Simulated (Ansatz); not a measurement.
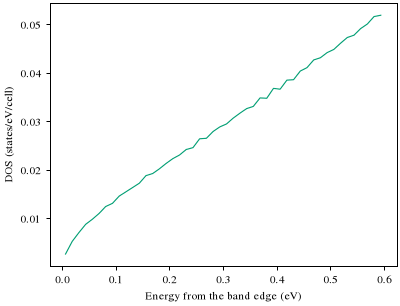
*Density of states of SnO2 (P4_2/mnm) above the conduction band minimum, PBE, rigid bands in Ansatz (an electronic-structure program); cell volume 73.1 Å³.*

### Question
What effective density of states at 300 K does this give (∫ g(E) exp(−E/k_BT) dE, both spins, divided by the cell's size)?

### Answer
2.0e18 cm⁻³, a density-of-states mass of 0.185 mₑ, valleys and band degeneracy included.

Spin-orbit coupling is left out. Geometry: cell and atoms relaxed with PBEsol.
